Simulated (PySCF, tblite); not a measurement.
# C8H9N: dynamics, then NMR shifts on frames, part 2 of 2

tblite 0.8.0 and PySCF 2.14.0. Atoms count from 0. The steps go on from the part before.

### Step 5. NMR shieldings: 625 fs, PBE0/pcSseg-1

Job settings and geometry (Å):

```
{"job": {"kind": "nmr", "xc": "PBE0", "basis": "pcSseg-1", "pop": false}, "charge": 0, "multiplicity": 1}
C     -2.470600    -0.242500     1.210200
C     -1.107600    -0.296900     0.534300
C     -0.845100     0.358500    -0.642400
C      0.358700     0.257700    -1.273000
C      1.434600    -0.297200    -0.571000
C      1.258800    -0.981800     0.702700
C      2.319200    -1.578200     1.514400
N      3.494200    -1.818700     1.216300
C     -0.049400    -0.840000     1.250200
H     -2.699500    -1.087100     1.911600
H     -2.575800     0.597500     1.992700
H     -3.247600    -0.199300     0.549700
H     -1.624300     1.000800    -1.251400
H      0.527500     0.722200    -2.193700
H      2.464900    -0.068800    -0.840000
H      2.041200    -1.836900     2.489400
H      3.753600    -1.149400     0.382500
H     -0.310600    -1.493100     2.213700
```

With the program's defaults for keys left out, this is: GIAO PBE0/pcSseg-1 NMR shielding, non-relativistic, gas phase.

Output:

```text
coarse grid: 15336 points
cycle   1  E = -364.3641733632  dE =  1.386e+00  |g| = 4.455e-01  |ddm| = 4.126e+00
cycle   2  E = -364.3314018160  dE =  3.277e-02  |g| = 6.089e-01  |ddm| = 1.399e+00
cycle   3  E = -364.4133497855  dE = -8.195e-02  |g| = 1.364e-01  |ddm| = 8.020e-01
cycle   4  E = -364.4176025102  dE = -4.253e-03  |g| = 3.650e-02  |ddm| = 1.817e-01
cycle   5  E = -364.4179240769  dE = -3.216e-04  |g| = 8.761e-03  |ddm| = 6.122e-02
cycle   6  E = -364.4179389333  dE = -1.486e-05  |g| = 4.202e-03  |ddm| = 1.205e-02
cycle   7  E = -364.4179437445  dE = -4.811e-06  |g| = 8.343e-04  |ddm| = 4.849e-03
final grid: 149008 points
cycle   8  E = -364.4698820637  dE = -4.104e-05  |g| = 7.228e-03  |ddm| = 4.304e-02
cycle   9  E = -364.4698802463  dE =  1.817e-06  |g| = 7.837e-03  |ddm| = 1.871e-02
cycle  10  E = -364.4698958165  dE = -1.557e-05  |g| = 1.307e-03  |ddm| = 1.028e-02
cycle  11  E = -364.4698962320  dE = -4.155e-07  |g| = 3.456e-04  |ddm| = 1.699e-03
cycle  12  E = -364.4698962605  dE = -2.849e-08  |g| = 9.103e-05  |ddm| = 5.023e-04
cycle  13  E = -364.4698962623  dE = -1.806e-09  |g| = 3.135e-05  |ddm| = 1.438e-04
cycle  14  E = -364.4698962625  dE = -2.078e-10  |g| = 1.167e-05  |ddm| = 4.102e-05
converged SCF energy = -364.4698962625

GIAO shielding tensors (ppm)
atom      isotropic    diamagn.    paramagn.     s11        s22        s33       span
  0 C      161.414     241.381     -79.967    135.113    154.847    194.282     59.169
  1 C       48.563     257.593    -209.030    -47.460     21.445    171.705    219.165
  2 C       48.354     254.928    -206.574    -50.971     40.335    155.697    206.668
  3 C       52.680     255.003    -202.323    -62.440     42.127    178.354    240.794
  4 C       50.734     255.743    -205.009    -56.985     22.533    186.654    243.639
  5 C       38.158     262.571    -224.413    -69.415     18.470    165.419    234.834
  6 C       16.876     246.045    -229.169    -92.439     29.881    113.185    205.623
  7 N      -74.389     327.598    -401.986   -363.103   -103.615    243.552    606.655
  8 C       34.649     254.062    -219.413    -56.082     25.871    134.159    190.241
  9 H       28.686      27.521       1.165     24.314     27.683     34.062      9.748
 10 H       27.674      26.402       1.272     24.343     24.772     33.908      9.565
 11 H       30.947      29.584       1.363     25.665     29.955     37.220     11.555
 12 H       22.917      29.830      -6.913     18.494     24.036     26.220      7.727
 13 H       24.355      32.986      -8.632     21.146     24.047     27.871      6.725
 14 H       23.577      33.241      -9.664     19.680     23.778     27.274      7.595
 15 H       23.714      29.458      -5.744     20.558     22.911     27.672      7.114
 16 H       20.807      33.313     -12.506     15.880     20.683     25.858      9.978
 17 H       22.973      31.173      -8.200     19.050     22.816     27.053      8.003
```

It took 23 s on 1 thread of Arm Neoverse V2, shared host; peak memory 0.85 GiB.

Key values: δ C6 170.0, C8 152.3, C5 148.8, C2 138.6, H16 10.91, H12 8.80 ppm.

### Step 6. Shielding tensors: 800 fs, PBE0/pcSseg-1

Job settings and geometry (Å):

```
{"job": {"kind": "nmr", "xc": "PBE0", "basis": "pcSseg-1", "pop": false}, "charge": 0, "multiplicity": 1}
C     -2.368900    -0.395000     1.213500
C     -1.003500    -0.308500     0.610900
C     -0.901900     0.285800    -0.637400
C      0.340200     0.132900    -1.287100
C      1.419400    -0.437900    -0.647000
C      1.304500    -1.011800     0.653400
C      2.428300    -1.843200     1.149500
N      3.564900    -1.423200     1.427400
C      0.070000    -0.922500     1.183400
H     -3.101400    -0.578300     0.392700
H     -2.339400    -1.311500     1.919500
H     -2.757700     0.511600     1.776600
H     -1.720900     0.762400    -1.150800
H      0.416300     0.531100    -2.225900
H      2.309100    -0.494000    -1.236600
H      2.199600    -2.908300     1.252900
H      3.658400    -0.347100     1.177100
H     -0.134600    -1.338700     2.187800
```

Method: GIAO PBE0/pcSseg-1 NMR shielding, non-relativistic, gas phase.

Output:

```text
coarse grid: 15336 points
cycle   1  E = -364.3866183576  dE =  1.500e+00  |g| = 4.505e-01  |ddm| = 4.141e+00
cycle   2  E = -364.3585126795  dE =  2.811e-02  |g| = 5.977e-01  |ddm| = 1.208e+00
cycle   3  E = -364.4368788223  dE = -7.837e-02  |g| = 1.352e-01  |ddm| = 6.335e-01
cycle   4  E = -364.4409619148  dE = -4.083e-03  |g| = 3.979e-02  |ddm| = 1.634e-01
cycle   5  E = -364.4413217498  dE = -3.598e-04  |g| = 1.209e-02  |ddm| = 6.095e-02
cycle   6  E = -364.4413552146  dE = -3.346e-05  |g| = 3.982e-03  |ddm| = 1.538e-02
cycle   7  E = -364.4413593005  dE = -4.086e-06  |g| = 9.991e-04  |ddm| = 4.910e-03
final grid: 149008 points
cycle   8  E = -364.4925402042  dE = -3.682e-05  |g| = 7.393e-03  |ddm| = 4.940e-02
cycle   9  E = -364.4925387563  dE =  1.448e-06  |g| = 7.890e-03  |ddm| = 1.926e-02
cycle  10  E = -364.4925547042  dE = -1.595e-05  |g| = 1.279e-03  |ddm| = 9.999e-03
cycle  11  E = -364.4925551097  dE = -4.055e-07  |g| = 3.490e-04  |ddm| = 1.666e-03
cycle  12  E = -364.4925551377  dE = -2.803e-08  |g| = 1.017e-04  |ddm| = 4.178e-04
cycle  13  E = -364.4925551400  dE = -2.234e-09  |g| = 3.180e-05  |ddm| = 1.249e-04
cycle  14  E = -364.4925551402  dE = -1.891e-10  |g| = 1.205e-05  |ddm| = 3.665e-05
converged SCF energy = -364.4925551402

GIAO shielding tensors (ppm)
atom      isotropic    diamagn.    paramagn.     s11        s22        s33       span
  0 C      151.288     245.640     -94.352    127.842    146.663    179.360     51.518
  1 C       46.936     261.819    -214.883    -55.654     17.838    178.623    234.276
  2 C       45.105     254.856    -209.750    -70.544     39.347    166.513    237.057
  3 C       48.041     256.201    -208.160    -71.290     35.467    179.947    251.237
  4 C       54.417     253.338    -198.920    -48.079     38.426    172.906    220.985
  5 C       41.900     262.014    -220.114    -45.345      7.450    163.596    208.941
  6 C       12.227     251.620    -239.393   -107.860     25.208    119.332    227.192
  7 N     -111.887     324.262    -436.149   -424.469   -100.173    188.979    613.448
  8 C       62.279     250.158    -187.880    -25.190     49.762    162.265    187.454
  9 H       28.188      28.059       0.129     23.188     28.043     33.333     10.146
 10 H       27.868      27.374       0.494     22.859     28.010     32.734      9.875
 11 H       27.508      26.884       0.624     24.044     25.345     33.133      9.089
 12 H       23.810      34.044     -10.234     21.115     22.103     28.212      7.096
 13 H       24.770      34.532      -9.762     22.073     23.643     28.593      6.520
 14 H       24.647      33.612      -8.965     21.492     24.099     28.351      6.860
 15 H       22.620      26.794      -4.174     19.011     22.192     26.657      7.646
 16 H       20.550      32.682     -12.132     12.273     23.124     26.252     13.979
 17 H       24.439      33.097      -8.658     20.093     24.378     28.847      8.753
```

Run time: 23 s. Hardware: 1 thread of Arm Neoverse V2, shared host; peak memory 0.85 GiB.

In short: δ C6 174.7, C5 145.0, C2 141.8, C1 140.0, H16 11.17, H15 9.10 ppm.

### Step 7. Nuclear shieldings: 1000 fs, PBE0/pcSseg-1

Job settings and geometry (Å):

```
{"job": {"kind": "nmr", "xc": "PBE0", "basis": "pcSseg-1", "pop": false}, "charge": 0, "multiplicity": 1}
C     -2.190700    -0.175500     1.121300
C     -0.786500     0.069300     0.558700
C     -0.320800     0.807500    -0.552400
C      0.960500     0.541100    -1.050900
C      1.751700    -0.368800    -0.478000
C      1.342700    -1.263200     0.508600
C      1.956000    -2.574000     0.800500
N      3.147800    -2.746800     1.067500
C      0.068100    -0.954900     1.091500
H     -2.599900    -1.115400     0.606400
H     -1.874800    -0.385300     2.188600
H     -2.940300     0.668300     1.086800
H     -0.972400     1.521800    -0.880800
H      1.303700     1.210400    -1.885800
H      2.680700    -0.740600    -0.866400
H      1.176000    -3.330600     0.891900
H      3.743600    -1.882000     1.077500
H     -0.123100    -1.399700     2.063900
```

Method: GIAO PBE0/pcSseg-1 NMR shielding, non-relativistic, gas phase.

Output:

```text
coarse grid: 15336 points
cycle   1  E = -364.3592814300  dE =  1.417e+00  |g| = 4.474e-01  |ddm| = 4.069e+00
cycle   2  E = -364.3318510869  dE =  2.743e-02  |g| = 5.934e-01  |ddm| = 1.168e+00
cycle   3  E = -364.4086532228  dE = -7.680e-02  |g| = 1.271e-01  |ddm| = 6.200e-01
cycle   4  E = -364.4122883609  dE = -3.635e-03  |g| = 3.907e-02  |ddm| = 1.596e-01
cycle   5  E = -364.4126317734  dE = -3.434e-04  |g| = 1.305e-02  |ddm| = 5.737e-02
cycle   6  E = -364.4126724262  dE = -4.065e-05  |g| = 4.075e-03  |ddm| = 1.640e-02
cycle   7  E = -364.4126767559  dE = -4.330e-06  |g| = 1.039e-03  |ddm| = 5.226e-03
final grid: 149008 points
cycle   8  E = -364.4646309670  dE = -4.260e-05  |g| = 7.372e-03  |ddm| = 5.112e-02
cycle   9  E = -364.4646284217  dE =  2.545e-06  |g| = 8.219e-03  |ddm| = 1.972e-02
cycle  10  E = -364.4646446478  dE = -1.623e-05  |g| = 1.779e-03  |ddm| = 1.010e-02
cycle  11  E = -364.4646454477  dE = -7.999e-07  |g| = 3.023e-04  |ddm| = 1.989e-03
cycle  12  E = -364.4646454686  dE = -2.091e-08  |g| = 8.611e-05  |ddm| = 4.166e-04
cycle  13  E = -364.4646454702  dE = -1.618e-09  |g| = 2.903e-05  |ddm| = 1.200e-04
cycle  14  E = -364.4646454704  dE = -1.808e-10  |g| = 1.089e-05  |ddm| = 3.731e-05
converged SCF energy = -364.4646454704

GIAO shielding tensors (ppm)
atom      isotropic    diamagn.    paramagn.     s11        s22        s33       span
  0 C      150.223     248.486     -98.263    132.289    147.079    171.299     39.010
  1 C       28.725     260.148    -231.423    -84.525      0.777    169.924    254.449
  2 C       54.952     252.410    -197.458    -51.376     37.006    179.227    230.602
  3 C       60.861     254.683    -193.822    -35.884     42.597    175.871    211.755
  4 C       66.115     250.579    -184.464    -26.585     40.914    184.015    210.600
  5 C       28.737     266.511    -237.773    -83.008      6.674    162.547    245.555
  6 C       14.858     253.731    -238.872   -101.989     27.855    118.709    220.698
  7 N     -102.978     322.105    -425.082   -455.418    -77.529    224.015    679.434
  8 C       34.128     258.985    -224.858    -79.408     29.187    152.603    232.011
  9 H       27.271      28.000      -0.729     22.854     26.249     32.711      9.856
 10 H       27.020      29.017      -1.997     21.865     28.567     30.629      8.765
 11 H       28.041      28.325      -0.284     23.776     26.583     33.763      9.987
 12 H       24.824      35.077     -10.253     22.284     23.026     29.163      6.879
 13 H       23.640      29.648      -6.008     19.501     25.164     26.254      6.752
 14 H       24.848      33.304      -8.456     21.040     24.692     28.812      7.772
 15 H       22.500      28.260      -5.761     17.833     21.791     27.875     10.041
 16 H       19.798      34.353     -14.555      9.445     23.679     26.271     16.826
 17 H       23.678      35.237     -11.558     19.730     21.530     29.776     10.046
```

Run time: 23 s. Hardware: 1 thread of Arm Neoverse V2, shared host; peak memory 0.89 GiB.

Key values: δ C6 172.1, C1 158.2, C5 158.2, C8 152.8, H16 11.92, H15 9.22 ppm.

### Step 8. Side by side: NMR shifts

Shifts (ppm) of some atoms, chosen among heavy atoms and hydrogens apart, with basis size and wall time:

```csv
frame,C8,C5,C3,C2,H12,H11,N7,functions,time
250 fs,145.4,141.8,131.7,124.8,6.91,4.71,364.1,198,23 s
425 fs,138.6,136.7,147.6,148.9,9.60,1.40,391.2,198,23 s
625 fs,152.3,148.8,134.2,138.6,8.80,0.77,342.1,198,23 s
800 fs,124.6,145.0,138.9,141.8,7.91,4.21,379.6,198,23 s
1000 fs,152.8,158.2,126.1,132.0,6.89,3.68,370.7,198,23 s
```

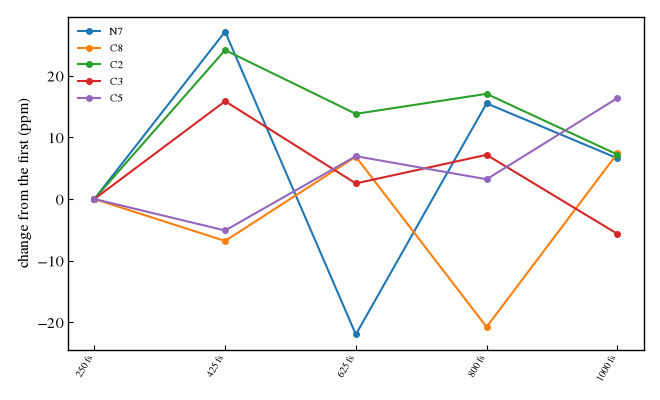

How five of the tabulated atoms move from run to run.

### Step 9. Summary of results

What follows sums up all 2 parts.

| quantity | value |
| --- | --- |
| thermostat | 600 K |
| mean temperature, second half | 551 K |
| mean potential energy above the minimum | 1.21 eV |
| ¹³C shifts against TMS (PBE0/pcSseg-1, 250 fs) | 176.9, 145.4, 141.8, 141.7, 132.4, 131.7, 124.8, 33.4 ppm |
| ¹H shifts against TMS (PBE0/pcSseg-1, 250 fs) | 13.24, 8.72, 8.55, 8.00, 7.78, 6.91, 4.71, 4.53, 4.35 ppm |
| ¹⁵N shifts against NH3 (PBE0/pcSseg-1, 250 fs) | 364.1 ppm |
| range of the shift of N7 | 342.1 to 391.2 ppm |

In the second half the potential energy averages 1.21 eV above the minimum; equipartition over 48 harmonic modes at 600 K would give 1.24 eV. With 18 atoms the temperature swings widely (344 to 788 K). Shifts at one fixed geometry are not the observed spectrum, which averages over the motion. In the first frame run (250 fs): Shielding is most anisotropic at N7 (span 776 ppm, paramagnetic term -416 ppm). NICS(1)zz of -26 ppm above the planar ring from C1 marks a diatropic (aromatic) ring current. Across the 5 runs the shift of N7 moves most, between 342.1 (625 fs) and 391.2 ppm (425 fs).
